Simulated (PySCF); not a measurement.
# EPR calculation of C3H5ClF

System: C3H5ClF, multiplicity 2, SMILES CC[C](F)Cl.
Method: UKS B3LYP, pcH-1 on C Cl F H, non-relativistic, mean-field spin-orbit, GIAO (PySCF 2.14.0).

It belongs to a series of runs on one base structure; here: H added to sp2 C.

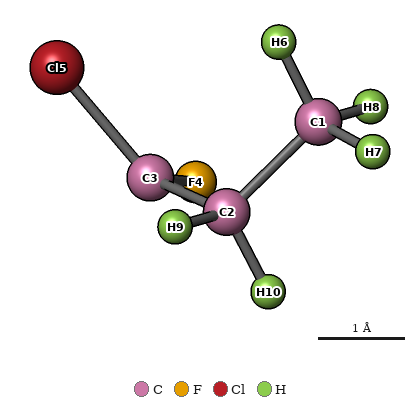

Figure 1. The structure (ball-and-stick view, seen at a tilt; atoms are numbered from 1 in the order of the input). Bond lengths as drawn: C–C 1.48 to 1.54 Å, C–Cl 1.70 Å, C–F 1.35 Å and C–H 1.09 Å.

Summary:

| quantity | value |
| --- | --- |
| outcome | converged |
| total energy | −677.332936 hartree |
| ⟨S²⟩ | 0.753 |
| isotropic g | 2.0054 |
| hardware | 1 CPU thread, shared host |
| wall time | 28 s |
| peak memory | 0.65 GiB |

Input file:
```
{"job": {"kind": "epr", "basis": "pcH-1"}, "charge": 0, "multiplicity": 2}
C     -1.031124     0.226738     0.411250
C      0.060878    -0.661153    -0.211192
C      1.348580     0.054901    -0.384100
F      2.057182     0.290008     0.744845
Cl     1.493096     1.312592    -1.525421
H     -1.233566     1.080912    -0.229610
H     -1.945134    -0.348332     0.531898
H     -0.711741     0.587615     1.385330
H     -0.271831    -1.020182    -1.185711
H      0.242541    -1.518445     0.440181
```

The first line tells a small driver script what to run in PySCF; the rest is the geometry in Å.

Launch command:
```bash
OMP_NUM_THREADS=1 python <driver script> task.json out
```

What the program printed:
```
UKS, coarse grid
  cycle   1  E = -677.26852726  |g| = 4.17e-01
  cycle   2  E = -677.19291866  |g| = 6.36e-01
  cycle   3  E = -677.33103199  |g| = 7.05e-02
  cycle   4  E = -677.33234750  |g| = 3.81e-02
  cycle   5  E = -677.33295955  |g| = 5.72e-03
  cycle   6  E = -677.33297895  |g| = 2.49e-03
  cycle   7  E = -677.33298264  |g| = 1.03e-03
  cycle   8  E = -677.33298323  |g| = 4.55e-04
UKS, final grid
  cycle   1  E = -677.33293579  |g| = 5.48e-04
  cycle   2  E = -677.33293566  |g| = 7.72e-04
  cycle   3  E = -677.33293593  |g| = 4.52e-05
  cycle   4  E = -677.33293593  |g| = 2.28e-05
E = -677.33293593 Eh   <S^2> = 0.7531 (exact 0.7500)
g shifts (ppm)      1          2          3
  rmc          -228       -228       -228
  gc              0         21         13
  oz_so        -638       3913       6676
  total        -865       3707       6462
hyperfine (MHz)  atom isotope    a_iso     a_fc   dipolar eigenvalues
    0   13C      48.56      48.56     -5.73     -5.64     11.37
    1   13C      -1.35      -1.38     -3.14     -2.97      6.11
    2   13C     301.64     301.23    -81.40    -79.43    160.83
    3   19F     188.09     185.74   -231.48   -198.36    429.84
    4  35Cl      18.45      18.50    -27.14    -18.30     45.44
    5    1H      -4.31      -4.31     -4.49     -1.08      5.57
    6    1H      10.44      10.44     -3.59     -1.22      4.81
    7    1H      -4.07      -4.07     -4.39     -1.33      5.71
    8    1H      18.32      18.30     -6.06     -4.97     11.03
    9    1H      19.90      19.89     -6.11     -4.98     11.09
```

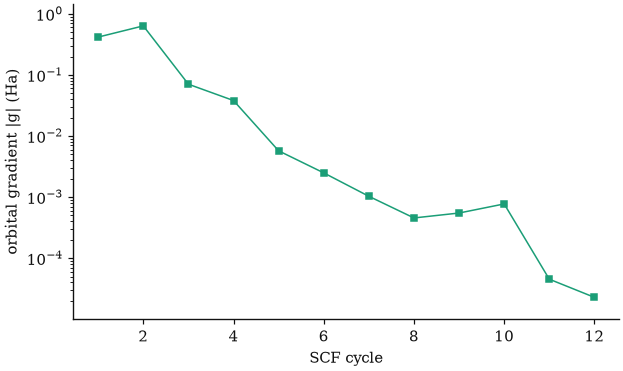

Figure 2. Convergence of the self-consistent field: orbital gradient |g| against the SCF cycle. All cycles printed in the log are drawn one after another.

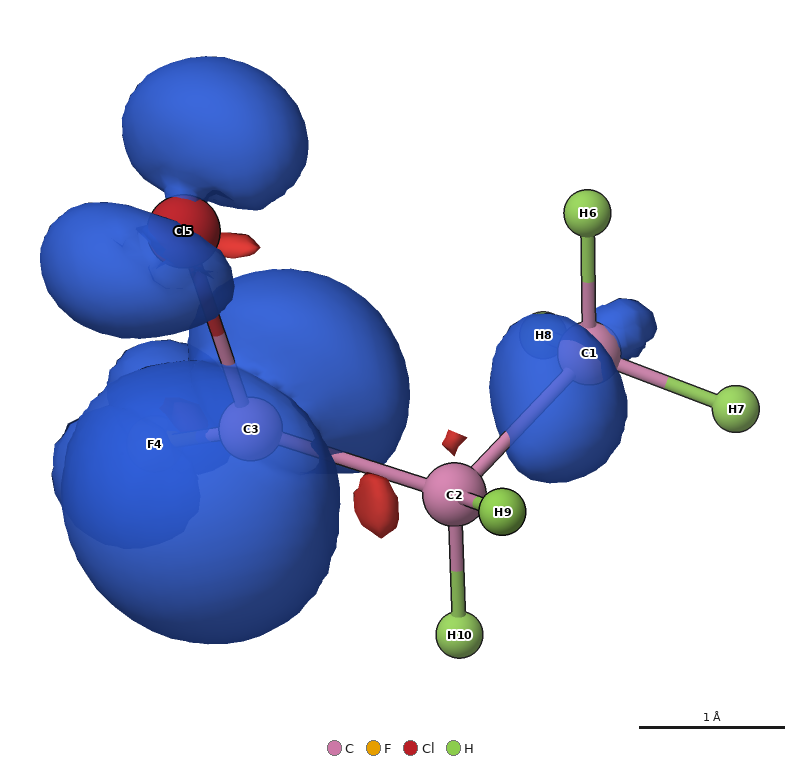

Figure 3. Isosurfaces of the spin density (α minus β) at +0.02 (blue) and −0.02 e/Å³ (red), seen at a tilt. The unpaired spin (1 electron) lies mostly on C3 (about 0.6), Cl5 (about 0.1) and F4 (about 0.1), in electrons by Hirshfeld's partition.

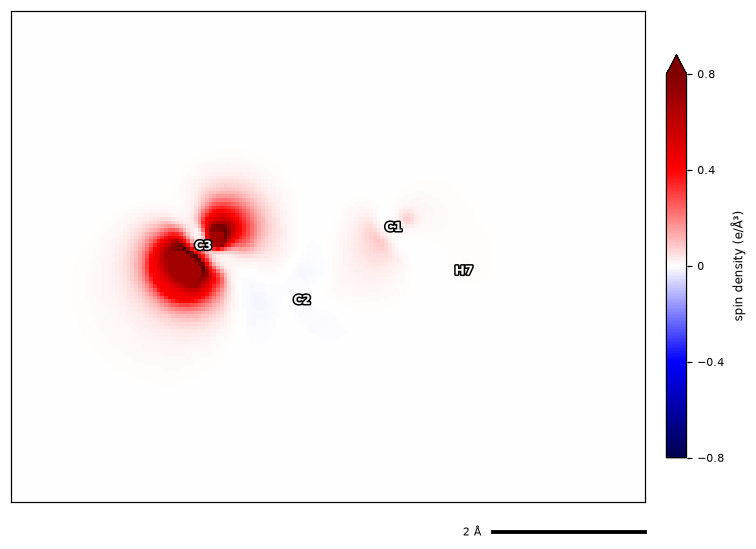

Figure 4. Spin density (α minus β) on the plane of atoms C2, C1 and H7. The unpaired spin (1 electron) lies mostly on C3 (about 0.6), Cl5 (about 0.1) and F4 (about 0.1), in electrons by Hirshfeld's partition.

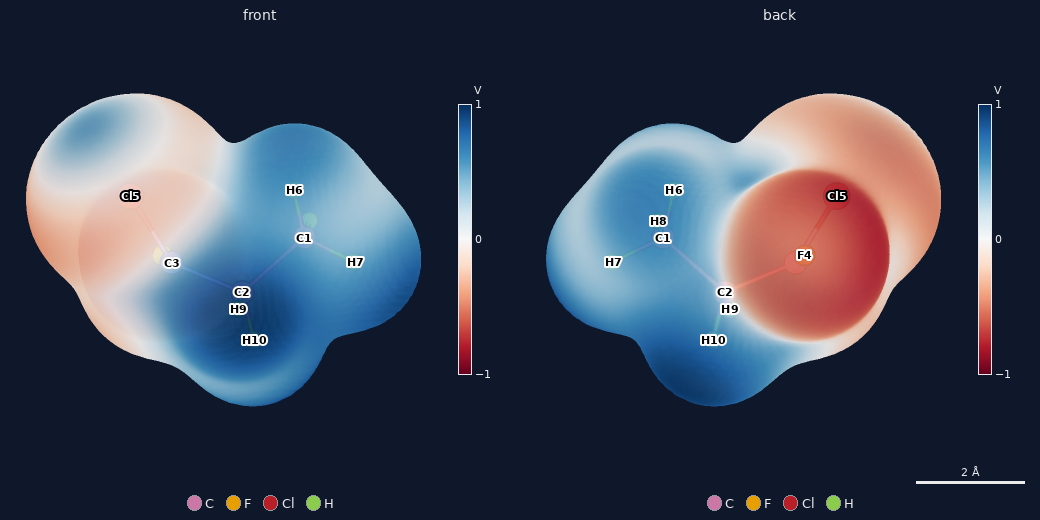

Figure 5. The molecular electrostatic potential painted on the density surface at 0.002 e/bohr³, seen at a tilt and from behind; the colour scale runs from red (negative) to blue (positive).
